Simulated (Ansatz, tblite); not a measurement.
# Cis-Sn(H2O)2Cl4 (Cl4H4O2Sn): a ladder of methods and basis sets, part 2 of 2

How do method and basis change the picture of cis-Sn(H2O)2Cl4 (Cl4H4O2Sn) (singlet)?

Ansatz 0.2.0, Gaussian basis; as each input shows. Earlier steps stand in the parts before.

## Step 11: PBE0-D4/def2-TZVPD

in.yaml reads:

```yaml
crystal:
  periodic: [false, false, false]
  atoms:
    - {symbol: Sn, position_ang: [-0.543817, -0.006185, -0.534643]}
    - {symbol: O, position_ang: [-0.355137, 0.027401, 1.792439]}
    - {symbol: H, position_ang: [-0.353680, -0.927884, 1.980139]}
    - {symbol: H, position_ang: [-1.205685, 0.363355, 2.115624]}
    - {symbol: Cl, position_ang: [-0.210515, -0.174097, -2.864369]}
    - {symbol: O, position_ang: [1.786419, -0.009957, -0.385045]}
    - {symbol: H, position_ang: [1.963290, 0.947286, -0.399270]}
    - {symbol: H, position_ang: [2.100141, -0.354120, -1.235819]}
    - {symbol: Cl, position_ang: [-2.869316, 0.137382, -0.161941]}
    - {symbol: Cl, position_ang: [-0.048313, 2.319780, -0.291454]}
    - {symbol: Cl, position_ang: [-0.263387, -2.322980, -0.015649]}
basis:
  gaussian: {orbitals: def2-TZVPD, initial_orbitals: start.molden}
hamiltonian: {xc: pbe0, dispersion: d4}
scf: {omitted_lower_state_checks: [starts]}
output: {orbitals: {seedname: orbitals}}
```

The run is started by

```bash
ansatz run in.yaml --threads 4 --pin off --events-out ev --progress --plain --max-ram 4787MiB
```

Log:

```text
Functional definition: PBE0
  name "PBE0"
  cite "Adamo & Barone, J. Chem. Phys. 110, 6158 (1999) doi:10.1063/1.478522"
  cite "Perdew, Burke & Ernzerhof, Phys. Rev. Lett. 77, 3865 (1996) doi:10.1103/PhysRevLett.77.3865"
  parent pbe
  parameter a = 0.25
  parameter kappa = 0.804
  parameter beta = 0.06672455060314922
  exchange = (1 - a)*pbe_x(kappa = kappa, mu = beta*pi^2/3) + a*exact_x
  correlation = pbe_c(beta = beta)
these checks for a lower state are left out or cut short: starts
2292 factors; their error is unknown
mean field evaluation 1: about -60069.5829 eV, gradient 9.4e0 eV
mean field evaluation 2: about -60069.7118 eV, gradient 1.8e-1 eV
mean field evaluation 4: about -60069.8961 eV, gradient 5.6e-4 eV
mean field -60069.89610079 eV, -2207.5279648659 hartree, gradient 1.1e-5 eV, S^2 0.000000; 0 other end points of the search recorded, 0 dependent functions left out
reference -60069.89617405 eV, -2207.5279675585 hartree; 55, 55 occupied and 301, 301 virtual orbitals, 2292 factors
Total energy: -60070.29128172 eV, -2207.5424874972 hartree
Checks for a lower state left out: starts
```

It took 15 s on 4 threads of AMD EPYC 7B13, shared host; peak memory 1.8 GiB.

From the report: HOMO -8.84 eV, LUMO -2.95 eV.

## Step 12: PBE-D4/def2-TZVPD

Edit in.yaml of step 11 so:

```diff
@@ -16,3 +16,3 @@
   gaussian: {orbitals: def2-TZVPD, initial_orbitals: start.molden}
-hamiltonian: {xc: pbe0, dispersion: d4}
+hamiltonian: {xc: pbe, dispersion: d4}
 scf: {omitted_lower_state_checks: [starts]}
```

Launched as before.

Log:

```text
Functional definition: PBE
  name "PBE"
  cite "Perdew, Burke & Ernzerhof, Phys. Rev. Lett. 77, 3865 (1996) doi:10.1103/PhysRevLett.77.3865"
  parent pbe
  parameter kappa = 0.804
  parameter beta = 0.06672455060314922
  exchange = pbe_x(kappa = kappa, mu = beta*pi^2/3)
  correlation = pbe_c(beta = beta)
these checks for a lower state are left out or cut short: starts
2096 factors; their error is unknown
mean field evaluation 1: about -60065.3348 eV, gradient 2.1e1 eV
mean field evaluation 2: about -60065.6916 eV, gradient 5.1e-1 eV
mean field evaluation 4: about -60065.6706 eV, gradient 4.4e-1 eV
mean field evaluation 8: about -60065.6708 eV, gradient 1.1e-5 eV
mean field -60065.67076582 eV, -2207.3726866701 hartree, gradient 1.1e-5 eV, S^2 0.000000; 0 other end points of the search recorded, 0 dependent functions left out
reference -60065.67085780 eV, -2207.3726900503 hartree; 55, 55 occupied and 301, 301 virtual orbitals, 2096 factors
Total energy: -60066.12441782 eV, -2207.3893580736 hartree
Checks for a lower state left out: starts
```

Run time: 6.5 s. Hardware: 4 threads of AMD EPYC 7B13, shared host; peak memory 0.92 GiB.

HOMO -7.43 eV, LUMO -3.80 eV.

## Step 13: HF/def2-TZVPD

Edit in.yaml of step 12 so:

```diff
@@ -16,3 +16,3 @@
   gaussian: {orbitals: def2-TZVPD, initial_orbitals: start.molden}
-hamiltonian: {xc: pbe, dispersion: d4}
+hamiltonian: {xc: hf}
 scf: {omitted_lower_state_checks: [starts]}
```

Launched as before.

Log:

```text
Functional definition: HF
  name "HF"
  cite "Fock, Z. Phys. 61, 126 (1930) doi:10.1007/BF01340294"
  parent pbe
  exchange = exact_x
  correlation = 0
these checks for a lower state are left out or cut short: starts
2568 factors; their error is unknown
mean field evaluation 1: about -59964.0078 eV, gradient 5.1e1 eV
mean field evaluation 2: about -59965.5329 eV, gradient 1.9e0 eV
mean field evaluation 4: about -59966.3511 eV, gradient 8.2e-1 eV
mean field -59966.35149471 eV, -2203.7227707776 hartree, gradient 7.9e-6 eV, S^2 0.000000; 0 other end points of the search recorded, 0 dependent functions left out
reference -59966.35149471 eV, -2203.7227707776 hartree; 55, 55 occupied and 301, 301 virtual orbitals, 2568 factors
Total energy: -59966.35149471 eV, -2203.7227707776 hartree
Checks for a lower state left out: starts
```

Wall time 12 s (4 threads of AMD EPYC 7B13, shared host); peak memory 1.8 GiB.

Report: HOMO -12.17 eV, LUMO 0.48 eV.

## Step 14: CCSD(T)/def2-SVP

Edit in.yaml of step 13 so:

```diff
@@ -15,4 +15,4 @@
 basis:
-  gaussian: {orbitals: def2-TZVPD, initial_orbitals: start.molden}
-hamiltonian: {xc: hf}
+  gaussian: {orbitals: def2-SVP, initial_orbitals: start.molden}
+correlation: {method: ccsd_t}
 scf: {omitted_lower_state_checks: [starts]}
```

The command is unchanged.

Log (excerpt; [...] marks lines left out):

```text
Functional definition: HF
  name "HF"
  cite "Fock, Z. Phys. 61, 126 (1930) doi:10.1007/BF01340294"
  parent pbe
[...]
1444 factors; integrals over basis functions are off by at most 1.4e-3 eV
[...]
mean field -59943.82909320 eV, -2202.8950877886 hartree, gradient 7.5e-6 eV, S^2 0.000000; 0 other end points of the search recorded, 0 dependent functions left out
26 core orbitals not correlated: weight in the atoms' cores, before any rotation towards them, 1.000 or more for the frozen orbitals, at most 0.000 for the correlated occupied ones
reference -59943.82909320 eV, -2202.8950877886 hartree; 29, 29 occupied and 91, 91 virtual orbitals, 1444 factors
second order -28.49911191 eV of doubles, -0.00000000 eV of singles
cycle   1  -29.49553570 eV  change    -1.0e0 eV  update   1.0e-1
[...]
cycle   8  -30.14839799 eV  change    2.8e-6 eV  update   3.1e-5
perturbative correction -0.65094400 eV, -0.0239217507 hartree
Total energy: -59974.62843519 eV, -2204.0269427300 hartree
Checks for a lower state left out: starts
```

It took 28 s on 4 threads of AMD EPYC 7B13, shared host; peak memory 1.2 GiB.

Report: Hartree-Fock HOMO -12.02 eV, LUMO 1.16 eV; T1 0.009.

## Step 15: MP2/def2-TZVP

Edit in.yaml of step 14 so:

```diff
@@ -15,4 +15,4 @@
 basis:
-  gaussian: {orbitals: def2-SVP, initial_orbitals: start.molden}
-correlation: {method: ccsd_t}
+  gaussian: {orbitals: def2-TZVP, initial_orbitals: start.molden}
+correlation: {method: mp2}
 scf: {omitted_lower_state_checks: [starts]}
```

Launched as before.

Log:

```text
Functional definition: HF
  name "HF"
  cite "Fock, Z. Phys. 61, 126 (1930) doi:10.1007/BF01340294"
  parent pbe
  exchange = exact_x
  correlation = 0
these checks for a lower state are left out or cut short: starts
1924 factors; integrals over basis functions are off by at most 1.6e-3 eV
mean field evaluation 1: about -59964.3160 eV, gradient 5.1e1 eV
mean field evaluation 2: about -59965.7349 eV, gradient 1.8e0 eV
mean field evaluation 4: about -59966.2313 eV, gradient 1.9e0 eV
mean field evaluation 8: about -59966.2413 eV, gradient 6.5e-4 eV
mean field -59966.24131052 eV, -2203.7187215835 hartree, gradient 1.2e-6 eV, S^2 0.000000; 0 other end points of the search recorded, 0 dependent functions left out
26 core orbitals not correlated: weight in the atoms' cores, before any rotation towards them, 1.000 or more for the frozen orbitals, at most 0.000 for the correlated occupied ones
reference -59966.24131052 eV, -2203.7187215835 hartree; 29, 29 occupied and 229, 229 virtual orbitals, 1924 factors
second order -42.82371531 eV of doubles, -0.00000000 eV of singles
Total energy: -60009.06502583 eV, -2205.2924640942 hartree
Checks for a lower state left out: starts
```

It took 7.5 s on 4 threads of AMD EPYC 7B13, shared host; peak memory 0.95 GiB.

From the report: Hartree-Fock HOMO -12.16 eV, LUMO 0.96 eV.

## Step 16: RPA/def2-TZVP

Edit in.yaml of step 15 so:

```diff
@@ -16,4 +16,4 @@
   gaussian: {orbitals: def2-TZVP, initial_orbitals: start.molden}
-correlation: {method: mp2}
+hamiltonian: {xc: pbe}
+correlation: {method: rpa}
 scf: {omitted_lower_state_checks: [starts]}
-output: {orbitals: {seedname: orbitals}}
```

Launched as before.

Log (excerpt; [...] marks lines left out):

```text
Functional definition: PBE
  name "PBE"
  cite "Perdew, Burke & Ernzerhof, Phys. Rev. Lett. 77, 3865 (1996) doi:10.1103/PhysRevLett.77.3865"
  parent pbe
[...]
1924 factors; integrals over basis functions are off by at most 1.6e-3 eV
[...]
mean field -60065.51651554 eV, -2207.3670180765 hartree, gradient 2.7e-6 eV, S^2 0.000000; 0 other end points of the search recorded, 0 dependent functions left out
26 core orbitals not correlated: weight in the atoms' cores, before any rotation towards them, 1.000 or more for the frozen orbitals, at most 0.000 for the correlated occupied ones
reference -59963.47641077 eV, -2203.6171133916 hartree; 29, 29 occupied and 229, 229 virtual orbitals, 1924 factors
Total energy: -60029.70670677 eV, -2206.0510318773 hartree
Checks for a lower state left out: starts
```

It took 9.5 s on 4 threads of AMD EPYC 7B13, shared host; peak memory 0.9 GiB.

## Step 17: Comparison

```csv
level,functions,HOMO (eV),LUMO (eV),gap (eV),time
HF/def2-TZVP,284,-12.16,0.96,13.12,7 s
HF/def2-TZVPD,356,-12.17,0.48,12.64,12 s
PBE-D4/def2-SVP,146,-7.03,-3.41,3.62,1.4 s
PBE-D4/def2-TZVP,284,-7.36,-3.68,3.67,3.8 s
PBE-D4/def2-TZVPD,356,-7.43,-3.80,3.63,6.5 s
r2SCAN-D4/def2-TZVP,284,-7.74,-3.56,4.18,6.5 s
B97M-V/def2-TZVP,284,-7.82,-3.43,4.39,11 s
B3LYP-D4/def2-TZVP,284,-8.50,-3.15,5.35,8.5 s
PBE0-D4/def2-SVP,146,-8.56,-2.66,5.91,2.5 s
PBE0-D4/def2-TZVP,284,-8.80,-2.86,5.94,9 s
PBE0-D4/def2-TZVPD,356,-8.84,-2.95,5.89,15 s
```

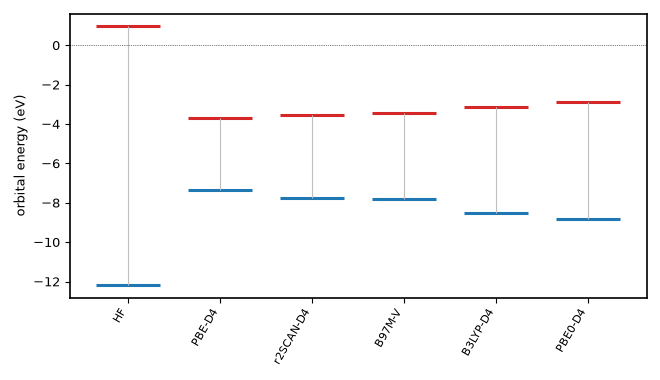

Highest filled (blue) and lowest empty (red) level in def2-TZVP.

The pieces so far (eV):

```csv
basis,HF,MP2 correlation,CCSD correlation,(T),total
def2-SVP,-59943.8291,-28.4991,-30.1484,-0.6509,-59974.6284
def2-TZVP,-59966.2413,-42.8237,,,-60009.0650 (MP2)
```

The correlation energy is far from converged in these sets, so it jumps between bases; where outer-core shells are correlated, the sets cover them unevenly.

## Step 18: Binding energy

Free atoms were run apart at each level; binding is atoms less cluster, divided by the number of atoms, without zero-point or spin-orbit terms.

```csv
method,binding an atom (eV),from CCSD(T)/def2-SVP (eV),time
HF/def2-SVP,2.089,-0.787,
HF/def2-TZVP,2.081,-0.795,7 s
HF/def2-TZVPD,2.086,-0.790,12 s
PBE-D4/def2-SVP,3.186,+0.310,1.4 s
PBE-D4/def2-TZVP,3.174,+0.298,3.8 s
PBE-D4/def2-TZVPD,3.173,+0.297,6.5 s
r2SCAN-D4/def2-TZVP,3.136,+0.260,6.5 s
B97M-V/def2-TZVP,3.168,+0.292,11 s
B3LYP-D4/def2-TZVP,3.064,+0.188,8.5 s
PBE0-D4/def2-SVP,3.093,+0.217,2.5 s
PBE0-D4/def2-TZVP,3.088,+0.212,9 s
PBE0-D4/def2-TZVPD,3.090,+0.214,15 s
MP2/def2-SVP,2.962,+0.086,
MP2/def2-TZVP,3.081,+0.205,7.5 s
CCSD/def2-SVP,2.835,-0.041,
CCSD(T)/def2-SVP,2.876,0,28 s
```

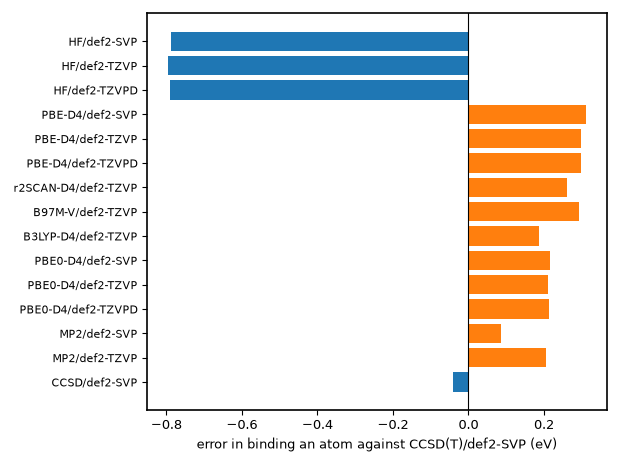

Error of each method against CCSD(T)/def2-SVP.

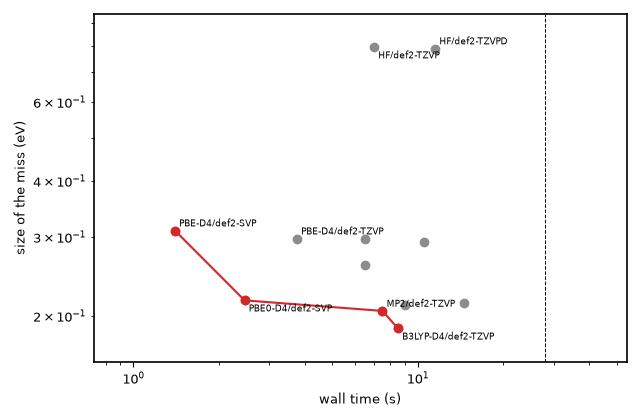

Miss against cost. Red marks the levels that no quicker level drawn beats (of those quicker than the yardstick), and the dashed line is the time of CCSD(T)/def2-SVP. Only those levels and the largest misses are named. Times are from a shared host.

## Step 19: Outcome

This closing draws on all 2 parts.

| quantity | value |
| --- | --- |
| gap in def2-TZVP, named functionals and Hartree-Fock, smallest and largest | 3.67 eV (PBE-D4), 13.12 eV (HF) |
| correlation energy, CCSD(T)/def2-SVP | -30.80 eV |
| correlation energy, MP2/def2-TZVP | -42.82 eV |
| binding an atom, CCSD(T)/def2-SVP | 2.876 eV |
| PBE0 total energy, smallest basis above largest | 22.66 eV (def2-SVP, def2-TZVPD) |

In words: Over the named functionals and Hartree-Fock in def2-TZVP the gap runs from 3.67 eV (PBE-D4) to 13.12 eV (HF); exact exchange widens it. The functionals in def2-TZVP miss CCSD(T)/def2-SVP by +0.188 (B3LYP-D4) to +0.298 eV (PBE-D4) an atom. The yardstick is in a double-zeta basis, so levels in larger sets aren't compared like for like. The reference is CCSD(T) in one finite basis, so it carries an error of its own, often a tenth of an eV or more, and near misses can't be ranked.

For cost: B3LYP-D4/def2-TZVP gets within 0.188 eV in 8.5 s, where CCSD(T)/def2-SVP took 28 s; the quickest level in the cost chart, PBE-D4/def2-SVP, takes 1.4 s and misses by 0.310 eV. The slowest run with a step of its own, CCSD(T)/def2-SVP, took 28 s; the quickest functional in def2-TZVP took 3.8 s (shared host).
